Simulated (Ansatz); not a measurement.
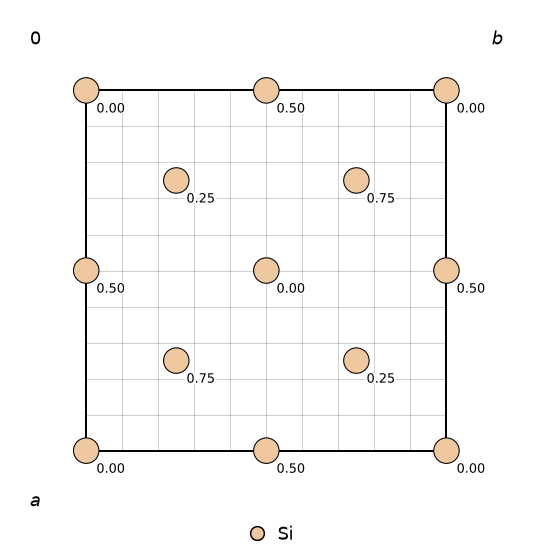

Plan of a unit cell projected along c (a down the page, b across); the numbers are heights as fractions of c, and atoms on the cell's edges are repeated. The grid marks tenths of a and b. Source: the input geometry of an electronic-structure calculation (not necessarily at equilibrium). All values are computed from the atomic coordinates in the standard setting (tolerance 0.002 Å).

a = 5.430 Å, b = 5.430 Å, c = 5.430 Å, α = 90.00°, β = 90.00°, γ = 90.00°.

**What does the cell contain?**

8 Si: Si, Z = 8.

**Which space group?**

No. 227, Fd-3m, origin choice 1, face-centred cubic.

**Give the independent sites, coordinates to two places.**

```tsv
atom	site	symmetry	x	y	z
Si	8a	-43m	0.50	0.00	0.50
```
